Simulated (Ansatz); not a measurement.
Molecular dynamics of CH7BrGe (part 1 of 3)

- system: CH7BrGe
- method: RKS BLYP-D4/def2-SVP (Ansatz 0.2.0)

It belongs to a series of runs on one base structure; here: dynamics from the highest image of the converged band. Figures and captions count atoms from 1; the log counts them from 0 in places.

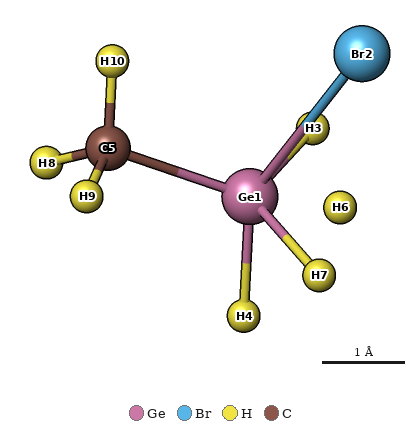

The structure as given in the input (ball-and-stick view, seen at a tilt; atoms are numbered from 1 in the order of the input). Sticks mark near contacts.

Input
```yaml
crystal:
  periodic: [false, false, false]
  atoms:
    - { symbol: Ge, position_ang: [-0.317502, -0.749771, -0.025697] }
    - { symbol: Br, position_ang: [2.554428, -0.373339, -0.410766] }
    - { symbol: H, position_ang: [-0.128125, -1.815703, -1.131783] }
    - { symbol: H, position_ang: [-1.408326, -1.295606, 0.960478] }
    - { symbol: C, position_ang: [-0.651963, 1.129929, -0.484316] }
    - { symbol: H, position_ang: [1.425805, -0.593473, 1.118989] }
    - { symbol: H, position_ang: [0.689296, -0.724263, 1.656715] }
    - { symbol: H, position_ang: [-1.701888, 1.218777, -0.831854] }
    - { symbol: H, position_ang: [-0.515112, 1.754295, 0.418155] }
    - { symbol: H, position_ang: [0.053385, 1.449353, -1.270019] }
basis:
  gaussian: { orbitals: def2-SVP }
hamiltonian:
  xc: blyp
  dispersion: d4
md:
  timestep: 0.5
  n_steps: 200
  ensemble: nve
  temperature: 100.0
  initial_velocities: maxwell_boltzmann
  seed: 5233
```

Run as:
```bash
ansatz run input.yaml --threads 2 --pin off --max-ram 3072MiB --backend cpu --events-out ev --progress --plain --runs-dir out
```

What the program printed
```
Engine: ansatz 0.2.0, aarch64-unknown-linux-gnu
Functional definition: BLYP
  parameter beta = 0.0042
  parameter a = 0.04918
  parameter b = 0.132
  parameter c = 0.2533
  parameter d = 0.349
  exchange = b88_x(beta = beta)
  correlation = lyp_c(a = a, b = b, c = c, d = d)
1260 factors; their error is unknown
mean field evaluation 1: about -127690.8533 eV, gradient 5.9e1 eV
mean field evaluation 2: about -127676.2339 eV, gradient 8.9e1 eV
mean field evaluation 4: about -127698.3857 eV, gradient 9.4e0 eV
mean field evaluation 8: about -127698.6911 eV, gradient 1.3e-1 eV
mean field evaluation 16: about -127698.5943 eV, gradient 1.7e-4 eV
mean field -127698.59428705 eV, -4692.8367828331 hartree, gradient 5.9e-5 eV, S^2 0.000000; 0 other end points of the search recorded, 0 dependent functions left out
the calculation of the forces begins
reference -127698.59464269 eV, -4692.8367959028 hartree; 40, 40 occupied and 73, 73 virtual orbitals, 1260 factors
md step     0: t =     0.00 fs  T =   100.0 K  F+E_penalty+E_count = -127699.02200068 eV  E_kin = 0.103408 eV  conserved = -127698.91859268 eV  (28 SCF iters)
these checks for a lower state are left out or cut short: starts, cluster_reference, orbital_swaps, neighbouring_geometries, increment
1260 factors; their error is unknown
mean field -127698.59062549 eV, -4692.8366482731 hartree, gradient 1.9e-5 eV, S^2 0.000000; 0 other end points of the search recorded, 0 dependent functions left out
the calculation of the forces begins
reference -127698.59098103 eV, -4692.8366613391 hartree; 40, 40 occupied and 73, 73 virtual orbitals, 1260 factors
md step     1: t =     0.50 fs  T =    97.3 K  F+E_penalty+E_count = -127699.01923115 eV  E_kin = 0.100666 eV  conserved = -127698.91856542 eV  (31 SCF iters)
[... from here on the SCF iterations and repeated set-up lines of each step are left out, up to the last step ...]
md step     2: t =     1.00 fs  T =    90.5 K  F+E_penalty+E_count = -127699.01208974 eV  E_kin = 0.093613 eV  conserved = -127698.91847713 eV  (31 SCF iters)
md step     3: t =     1.50 fs  T =    80.9 K  F+E_penalty+E_count = -127699.00198546 eV  E_kin = 0.083635 eV  conserved = -127698.91835070 eV  (31 SCF iters)
md step     4: t =     2.00 fs  T =    70.3 K  F+E_penalty+E_count = -127698.99091309 eV  E_kin = 0.072689 eV  conserved = -127698.91822395 eV  (30 SCF iters)
md step     5: t =     2.50 fs  T =    60.7 K  F+E_penalty+E_count = -127698.98086361 eV  E_kin = 0.062727 eV  conserved = -127698.91813614 eV  (31 SCF iters)
md step     6: t =     3.00 fs  T =    53.3 K  F+E_penalty+E_count = -127698.97321814 eV  E_kin = 0.055106 eV  conserved = -127698.91811185 eV  (31 SCF iters)
md step     7: t =     3.50 fs  T =    48.6 K  F+E_penalty+E_count = -127698.96837307 eV  E_kin = 0.050223 eV  conserved = -127698.91814991 eV  (30 SCF iters)
md step     8: t =     4.00 fs  T =    46.0 K  F+E_penalty+E_count = -127698.96575365 eV  E_kin = 0.047528 eV  conserved = -127698.91822567 eV  (31 SCF iters)
md step     9: t =     4.50 fs  T =    44.4 K  F+E_penalty+E_count = -127698.96418607 eV  E_kin = 0.045882 eV  conserved = -127698.91830409 eV  (31 SCF iters)
md step    10: t =     5.00 fs  T =    42.6 K  F+E_penalty+E_count = -127698.96243664 eV  E_kin = 0.044082 eV  conserved = -127698.91835508 eV  (31 SCF iters)
md step    11: t =     5.50 fs  T =    40.0 K  F+E_penalty+E_count = -127698.95968298 eV  E_kin = 0.041319 eV  conserved = -127698.91836363 eV  (32 SCF iters)
md step    12: t =     6.00 fs  T =    36.2 K  F+E_penalty+E_count = -127698.95575712 eV  E_kin = 0.037425 eV  conserved = -127698.91833185 eV  (31 SCF iters)
md step    13: t =     6.50 fs  T =    31.8 K  F+E_penalty+E_count = -127698.95112478 eV  E_kin = 0.032851 eV  conserved = -127698.91827415 eV  (31 SCF iters)
md step    14: t =     7.00 fs  T =    27.5 K  F+E_penalty+E_count = -127698.94666672 eV  E_kin = 0.028456 eV  conserved = -127698.91821033 eV  (32 SCF iters)
md step    15: t =     7.50 fs  T =    24.4 K  F+E_penalty+E_count = -127698.94336937 eV  E_kin = 0.025210 eV  conserved = -127698.91815963 eV  (31 SCF iters)
md step    16: t =     8.00 fs  T =    23.1 K  F+E_penalty+E_count = -127698.94202325 eV  E_kin = 0.023888 eV  conserved = -127698.91813530 eV  (32 SCF iters)
md step    17: t =     8.50 fs  T =    24.0 K  F+E_penalty+E_count = -127698.94300383 eV  E_kin = 0.024860 eV  conserved = -127698.91814384 eV  (31 SCF iters)
md step    18: t =     9.00 fs  T =    27.1 K  F+E_penalty+E_count = -127698.94616762 eV  E_kin = 0.027984 eV  conserved = -127698.91818360 eV  (29 SCF iters)
md step    19: t =     9.50 fs  T =    31.6 K  F+E_penalty+E_count = -127698.95087784 eV  E_kin = 0.032632 eV  conserved = -127698.91824567 eV  (31 SCF iters)
md step    20: t =    10.00 fs  T =    36.6 K  F+E_penalty+E_count = -127698.95615041 eV  E_kin = 0.037836 eV  conserved = -127698.91831484 eV  (31 SCF iters)
md step    21: t =    10.50 fs  T =    41.1 K  F+E_penalty+E_count = -127698.96089912 eV  E_kin = 0.042527 eV  conserved = -127698.91837219 eV  (30 SCF iters)
md step    22: t =    11.00 fs  T =    44.3 K  F+E_penalty+E_count = -127698.96423718 eV  E_kin = 0.045838 eV  conserved = -127698.91839910 eV  (31 SCF iters)
md step    23: t =    11.50 fs  T =    45.8 K  F+E_penalty+E_count = -127698.96576515 eV  E_kin = 0.047381 eV  conserved = -127698.91838397 eV  (31 SCF iters)
md step    24: t =    12.00 fs  T =    45.9 K  F+E_penalty+E_count = -127698.96574479 eV  E_kin = 0.047416 eV  conserved = -127698.91832847 eV  (31 SCF iters)
md step    25: t =    12.50 fs  T =    45.3 K  F+E_penalty+E_count = -127698.96506431 eV  E_kin = 0.046813 eV  conserved = -127698.91825137 eV  (31 SCF iters)
md step    26: t =    13.00 fs  T =    45.2 K  F+E_penalty+E_count = -127698.96494979 eV  E_kin = 0.046771 eV  conserved = -127698.91817925 eV  (31 SCF iters)
md step    27: t =    13.50 fs  T =    46.8 K  F+E_penalty+E_count = -127698.96651373 eV  E_kin = 0.048368 eV  conserved = -127698.91814545 eV  (31 SCF iters)
md step    28: t =    14.00 fs  T =    50.4 K  F+E_penalty+E_count = -127698.97027914 eV  E_kin = 0.052113 eV  conserved = -127698.91816661 eV  (31 SCF iters)
md step    29: t =    14.50 fs  T =    55.8 K  F+E_penalty+E_count = -127698.97591899 eV  E_kin = 0.057680 eV  conserved = -127698.91823887 eV  (30 SCF iters)
md step    30: t =    15.00 fs  T =    61.9 K  F+E_penalty+E_count = -127698.98231762 eV  E_kin = 0.063980 eV  conserved = -127698.91833755 eV  (31 SCF iters)
md step    31: t =    15.50 fs  T =    67.2 K  F+E_penalty+E_count = -127698.98794129 eV  E_kin = 0.069512 eV  conserved = -127698.91842963 eV  (31 SCF iters)
md step    32: t =    16.00 fs  T =    70.5 K  F+E_penalty+E_count = -127698.99135188 eV  E_kin = 0.072866 eV  conserved = -127698.91848551 eV  (31 SCF iters)
md step    33: t =    16.50 fs  T =    70.8 K  F+E_penalty+E_count = -127698.99166657 eV  E_kin = 0.073177 eV  conserved = -127698.91848970 eV  (31 SCF iters)
md step    34: t =    17.00 fs  T =    68.0 K  F+E_penalty+E_count = -127698.98880829 eV  E_kin = 0.070365 eV  conserved = -127698.91844304 eV  (31 SCF iters)
md step    35: t =    17.50 fs  T =    63.0 K  F+E_penalty+E_count = -127698.98350129 eV  E_kin = 0.065142 eV  conserved = -127698.91835952 eV  (31 SCF iters)
md step    36: t =    18.00 fs  T =    56.9 K  F+E_penalty+E_count = -127698.97705540 eV  E_kin = 0.058794 eV  conserved = -127698.91826091 eV  (30 SCF iters)
md step    37: t =    18.50 fs  T =    51.1 K  F+E_penalty+E_count = -127698.97102754 eV  E_kin = 0.052858 eV  conserved = -127698.91816977 eV  (29 SCF iters)
md step    38: t =    19.00 fs  T =    47.1 K  F+E_penalty+E_count = -127698.96685968 eV  E_kin = 0.048754 eV  conserved = -127698.91810547 eV  (30 SCF iters)
md step    39: t =    19.50 fs  T =    45.9 K  F+E_penalty+E_count = -127698.96556829 eV  E_kin = 0.047488 eV  conserved = -127698.91808073 eV  (30 SCF iters)
md step    40: t =    20.00 fs  T =    47.8 K  F+E_penalty+E_count = -127698.96754099 eV  E_kin = 0.049441 eV  conserved = -127698.91810011 eV  (30 SCF iters)
md step    41: t =    20.50 fs  T =    52.5 K  F+E_penalty+E_count = -127698.97247170 eV  E_kin = 0.054314 eV  conserved = -127698.91815796 eV  (31 SCF iters)
md step    42: t =    21.00 fs  T =    59.2 K  F+E_penalty+E_count = -127698.97945222 eV  E_kin = 0.061213 eV  conserved = -127698.91823959 eV  (31 SCF iters)
md step    43: t =    21.50 fs  T =    66.6 K  F+E_penalty+E_count = -127698.98720859 eV  E_kin = 0.068885 eV  conserved = -127698.91832350 eV  (31 SCF iters)
md step    44: t =    22.00 fs  T =    73.5 K  F+E_penalty+E_count = -127698.99444176 eV  E_kin = 0.076056 eV  conserved = -127698.91838621 eV  (31 SCF iters)
md step    45: t =    22.50 fs  T =    79.1 K  F+E_penalty+E_count = -127699.00019366 eV  E_kin = 0.081784 eV  conserved = -127698.91840985 eV  (31 SCF iters)
md step    46: t =    23.00 fs  T =    82.9 K  F+E_penalty+E_count = -127699.00412661 eV  E_kin = 0.085740 eV  conserved = -127698.91838703 eV  (31 SCF iters)
md step    47: t =    23.50 fs  T =    85.4 K  F+E_penalty+E_count = -127699.00661837 eV  E_kin = 0.088291 eV  conserved = -127698.91832752 eV  (31 SCF iters)
md step    48: t =    24.00 fs  T =    87.4 K  F+E_penalty+E_count = -127699.00860974 eV  E_kin = 0.090356 eV  conserved = -127698.91825423 eV  (31 SCF iters)
md step    49: t =    24.50 fs  T =    90.0 K  F+E_penalty+E_count = -127699.01125190 eV  E_kin = 0.093058 eV  conserved = -127698.91819383 eV  (31 SCF iters)
md step    50: t =    25.00 fs  T =    94.1 K  F+E_penalty+E_count = -127699.01549185 eV  E_kin = 0.097326 eV  conserved = -127698.91816540 eV  (29 SCF iters)
md step    51: t =    25.50 fs  T =   100.2 K  F+E_penalty+E_count = -127699.02177604 eV  E_kin = 0.103602 eV  conserved = -127698.91817370 eV  (30 SCF iters)
md step    52: t =    26.00 fs  T =   108.1 K  F+E_penalty+E_count = -127699.02999450 eV  E_kin = 0.111790 eV  conserved = -127698.91820456 eV  (29 SCF iters)
md step    53: t =    26.50 fs  T =   117.5 K  F+E_penalty+E_count = -127699.03968954 eV  E_kin = 0.121455 eV  conserved = -127698.91823493 eV  (30 SCF iters)
md step    54: t =    27.00 fs  T =   127.8 K  F+E_penalty+E_count = -127699.05041139 eV  E_kin = 0.132168 eV  conserved = -127698.91824380 eV  (30 SCF iters)
md step    55: t =    27.50 fs  T =   139.1 K  F+E_penalty+E_count = -127699.06205744 eV  E_kin = 0.143840 eV  conserved = -127698.91821787 eV  (30 SCF iters)
md step    56: t =    28.00 fs  T =   151.7 K  F+E_penalty+E_count = -127699.07506813 eV  E_kin = 0.156910 eV  conserved = -127698.91815847 eV  (30 SCF iters)
md step    57: t =    28.50 fs  T =   166.7 K  F+E_penalty+E_count = -127699.09041243 eV  E_kin = 0.172333 eV  conserved = -127698.91807946 eV  (28 SCF iters)
md step    58: t =    29.00 fs  T =   185.1 K  F+E_penalty+E_count = -127699.10938618 eV  E_kin = 0.191385 eV  conserved = -127698.91800101 eV  (29 SCF iters, 3 dispersion substeps)
md step    59: t =    29.50 fs  T =   208.3 K  F+E_penalty+E_count = -127699.13329943 eV  E_kin = 0.215350 eV  conserved = -127698.91794936 eV  (30 SCF iters, 3 dispersion substeps)
md step    60: t =    30.00 fs  T =   237.1 K  F+E_penalty+E_count = -127699.16309601 eV  E_kin = 0.245146 eV  conserved = -127698.91795032 eV  (29 SCF iters, 3 dispersion substeps)
md step    61: t =    30.50 fs  T =   271.7 K  F+E_penalty+E_count = -127699.19897149 eV  E_kin = 0.280943 eV  conserved = -127698.91802842 eV  (29 SCF iters, 3 dispersion substeps)
md step    62: t =    31.00 fs  T =   311.2 K  F+E_penalty+E_count = -127699.24001506 eV  E_kin = 0.321810 eV  conserved = -127698.91820515 eV  (29 SCF iters, 3 dispersion substeps)
md step    63: t =    31.50 fs  T =   353.4 K  F+E_penalty+E_count = -127699.28391298 eV  E_kin = 0.365416 eV  conserved = -127698.91849742 eV  (28 SCF iters, 3 dispersion substeps)
md step    64: t =    32.00 fs  T =   394.4 K  F+E_penalty+E_count = -127699.32676280 eV  E_kin = 0.407853 eV  conserved = -127698.91890985 eV  (29 SCF iters, 3 dispersion substeps)
md step    65: t =    32.50 fs  T =   429.1 K  F+E_penalty+E_count = -127699.36310690 eV  E_kin = 0.443690 eV  conserved = -127698.91941644 eV  (27 SCF iters, 3 dispersion substeps)
md step    66: t =    33.00 fs  T =   451.1 K  F+E_penalty+E_count = -127699.38640985 eV  E_kin = 0.466462 eV  conserved = -127698.91994773 eV  (28 SCF iters, 3 dispersion substeps)
md step    67: t =    33.50 fs  T =   454.4 K  F+E_penalty+E_count = -127699.39024334 eV  E_kin = 0.469883 eV  conserved = -127698.92036000 eV  (27 SCF iters, 3 dispersion substeps)
md step    68: t =    34.00 fs  T =   435.2 K  F+E_penalty+E_count = -127699.37047579 eV  E_kin = 0.450034 eV  conserved = -127698.92044193 eV  (28 SCF iters, 3 dispersion substeps)
md step    69: t =    34.50 fs  T =   394.8 K  F+E_penalty+E_count = -127699.32829789 eV  E_kin = 0.408301 eV  conserved = -127698.91999641 eV  (28 SCF iters, 3 dispersion substeps)
md step    70: t =    35.00 fs  T =   342.2 K  F+E_penalty+E_count = -127699.27286250 eV  E_kin = 0.353868 eV  conserved = -127698.91899445 eV  (28 SCF iters, 3 dispersion substeps)
md step    71: t =    35.50 fs  T =   293.5 K  F+E_penalty+E_count = -127699.22121365 eV  E_kin = 0.303470 eV  conserved = -127698.91774326 eV  (28 SCF iters, 3 dispersion substeps)
md step    72: t =    36.00 fs  T =   267.4 K  F+E_penalty+E_count = -127699.19335909 eV  E_kin = 0.276528 eV  conserved = -127698.91683100 eV  (28 SCF iters, 3 dispersion substeps)
md step    73: t =    36.50 fs  T =   277.3 K  F+E_penalty+E_count = -127699.20351047 eV  E_kin = 0.286744 eV  conserved = -127698.91676606 eV  (28 SCF iters, 3 dispersion substeps)
md step    74: t =    37.00 fs  T =   324.1 K  F+E_penalty+E_count = -127699.25275561 eV  E_kin = 0.335186 eV  conserved = -127698.91756963 eV  (28 SCF iters, 3 dispersion substeps)
md step    75: t =    37.50 fs  T =   396.5 K  F+E_penalty+E_count = -127699.32877774 eV  E_kin = 0.410011 eV  conserved = -127698.91876641 eV  (28 SCF iters, 3 dispersion substeps)
md step    76: t =    38.00 fs  T =   476.7 K  F+E_penalty+E_count = -127699.41274056 eV  E_kin = 0.492958 eV  conserved = -127698.91978250 eV  (28 SCF iters, 3 dispersion substeps)
md step    77: t =    38.50 fs  T =   548.8 K  F+E_penalty+E_count = -127699.48785520 eV  E_kin = 0.567546 eV  conserved = -127698.92030907 eV  (27 SCF iters, 3 dispersion substeps)
md step    78: t =    39.00 fs  T =   603.4 K  F+E_penalty+E_count = -127699.54432380 eV  E_kin = 0.623962 eV  conserved = -127698.92036171 eV  (28 SCF iters, 3 dispersion substeps)
md step    79: t =    39.50 fs  T =   637.7 K  F+E_penalty+E_count = -127699.57955260 eV  E_kin = 0.659431 eV  conserved = -127698.92012111 eV  (28 SCF iters, 3 dispersion substeps)
md step    80: t =    40.00 fs  T =   653.7 K  F+E_penalty+E_count = -127699.59572103 eV  E_kin = 0.675948 eV  conserved = -127698.91977320 eV  (28 SCF iters, 3 dispersion substeps)
md step    81: t =    40.50 fs  T =   655.3 K  F+E_penalty+E_count = -127699.59705109 eV  E_kin = 0.677614 eV  conserved = -127698.91943671 eV  (29 SCF iters, 3 dispersion substeps)
md step    82: t =    41.00 fs  T =   646.7 K  F+E_penalty+E_count = -127699.58794821 eV  E_kin = 0.668786 eV  conserved = -127698.91916185 eV  (29 SCF iters, 3 dispersion substeps)
md step    83: t =    41.50 fs  T =   631.6 K  F+E_penalty+E_count = -127699.57213002 eV  E_kin = 0.653173 eV  conserved = -127698.91895653 eV  (29 SCF iters, 3 dispersion substeps)
md step    84: t =    42.00 fs  T =   612.7 K  F+E_penalty+E_count = -127699.55241312 eV  E_kin = 0.633604 eV  conserved = -127698.91880902 eV  (29 SCF iters, 3 dispersion substeps)
md step    85: t =    42.50 fs  T =   592.0 K  F+E_penalty+E_count = -127699.53082724 eV  E_kin = 0.612126 eV  conserved = -127698.91870121 eV  (30 SCF iters, 3 dispersion substeps)
md step    86: t =    43.00 fs  T =   570.8 K  F+E_penalty+E_count = -127699.50886055 eV  E_kin = 0.590245 eV  conserved = -127698.91861585 eV  (29 SCF iters, 3 dispersion substeps)
md step    87: t =    43.50 fs  T =   550.4 K  F+E_penalty+E_count = -127699.48773750 eV  E_kin = 0.569208 eV  conserved = -127698.91852962 eV  (30 SCF iters, 3 dispersion substeps)
md step    88: t =    44.00 fs  T =   532.2 K  F+E_penalty+E_count = -127699.46871974 eV  E_kin = 0.550292 eV  conserved = -127698.91842790 eV  (29 SCF iters, 3 dispersion substeps)
md step    89: t =    44.50 fs  T =   517.4 K  F+E_penalty+E_count = -127699.45334415 eV  E_kin = 0.535043 eV  conserved = -127698.91830125 eV  (29 SCF iters, 3 dispersion substeps)
md step    90: t =    45.00 fs  T =   508.1 K  F+E_penalty+E_count = -127699.44355787 eV  E_kin = 0.525405 eV  conserved = -127698.91815319 eV  (29 SCF iters, 3 dispersion substeps)
md step    91: t =    45.50 fs  T =   506.4 K  F+E_penalty+E_count = -127699.44165327 eV  E_kin = 0.523649 eV  conserved = -127698.91800393 eV  (30 SCF iters, 3 dispersion substeps)
md step    92: t =    46.00 fs  T =   514.5 K  F+E_penalty+E_count = -127699.44994848 eV  E_kin = 0.532058 eV  conserved = -127698.91789042 eV  (29 SCF iters, 3 dispersion substeps)
md step    93: t =    46.50 fs  T =   534.2 K  F+E_penalty+E_count = -127699.47021992 eV  E_kin = 0.552359 eV  conserved = -127698.91786111 eV  (29 SCF iters, 3 dispersion substeps)
md step    94: t =    47.00 fs  T =   565.7 K  F+E_penalty+E_count = -127699.50297584 eV  E_kin = 0.585008 eV  conserved = -127698.91796754 eV  (29 SCF iters, 3 dispersion substeps)
md step    95: t =    47.50 fs  T =   607.8 K  F+E_penalty+E_count = -127699.54672123 eV  E_kin = 0.628472 eV  conserved = -127698.91824936 eV  (28 SCF iters, 3 dispersion substeps)
md step    96: t =    48.00 fs  T =   656.3 K  F+E_penalty+E_count = -127699.59742187 eV  E_kin = 0.678701 eV  conserved = -127698.91872070 eV  (27 SCF iters, 3 dispersion substeps)
md step    97: t =    48.50 fs  T =   705.0 K  F+E_penalty+E_count = -127699.64840126 eV  E_kin = 0.729053 eV  conserved = -127698.91934840 eV  (28 SCF iters, 3 dispersion substeps)
md step    98: t =    49.00 fs  T =   745.5 K  F+E_penalty+E_count = -127699.69098006 eV  E_kin = 0.770955 eV  conserved = -127698.92002523 eV  (27 SCF iters, 3 dispersion substeps)
md step    99: t =    49.50 fs  T =   769.4 K  F+E_penalty+E_count = -127699.71622049 eV  E_kin = 0.795672 eV  conserved = -127698.92054883 eV  (27 SCF iters, 3 dispersion substeps)
md step   100: t =    50.00 fs  T =   771.1 K  F+E_penalty+E_count = -127699.71800824 eV  E_kin = 0.797357 eV  conserved = -127698.92065110 eV  (27 SCF iters, 3 dispersion substeps)
md step   101: t =    50.50 fs  T =   751.2 K  F+E_penalty+E_count = -127699.69695708 eV  E_kin = 0.776841 eV  conserved = -127698.92011620 eV  (27 SCF iters, 3 dispersion substeps)
md step   102: t =    51.00 fs  T =   719.7 K  F+E_penalty+E_count = -127699.66323089 eV  E_kin = 0.744228 eV  conserved = -127698.91900274 eV  (27 SCF iters, 3 dispersion substeps)
md step   103: t =    51.50 fs  T =   693.7 K  F+E_penalty+E_count = -127699.63513359 eV  E_kin = 0.717331 eV  conserved = -127698.91780283 eV  (28 SCF iters, 3 dispersion substeps)
md step   104: t =    52.00 fs  T =   690.7 K  F+E_penalty+E_count = -127699.63151720 eV  E_kin = 0.714265 eV  conserved = -127698.91725171 eV  (27 SCF iters, 3 dispersion substeps)
md step   105: t =    52.50 fs  T =   718.7 K  F+E_penalty+E_count = -127699.66100327 eV  E_kin = 0.743209 eV  conserved = -127698.91779469 eV  (27 SCF iters, 3 dispersion substeps)
```
